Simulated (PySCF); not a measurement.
```xyz
7

C    -0.9076   -0.1549    0.4567
S     0.6454    0.5522    1.0386
S     2.0171   -0.2466   -0.2374
H    -1.6713    0.1723    1.1664
H    -0.8586   -1.2428    0.4554
H    -1.1582    0.2147   -0.5372
H     1.9591    0.6733   -1.2218
```

Geometry: PBE0-D3(BJ)/def2-TZVP.

All numbers below come from PBE0/aug-cc-pVTZ, SCF density, gas phase in PySCF.

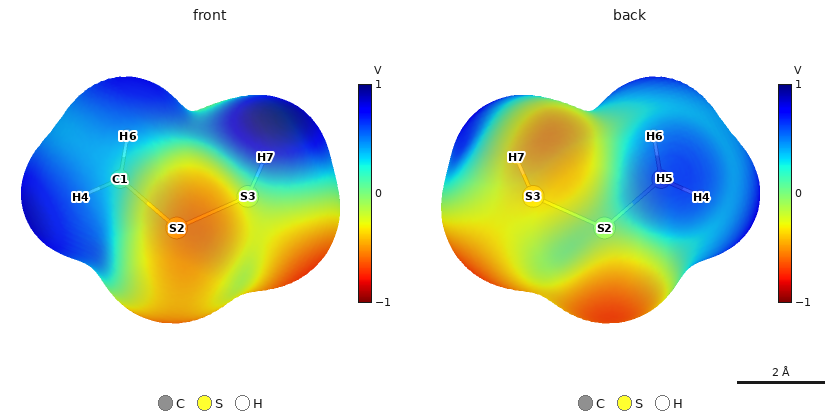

CH₄S₂ (Hydrogen methyl disulfide). The electrostatic potential painted on the density surface at 0.001 e/bohr³, seen from the front and from behind; red is negative and blue positive.

> Describe the electrostatic potential map.

The most negative region (about −0.7 V) lies over S2 and S3, the most positive (about +1.0 V) over H7.
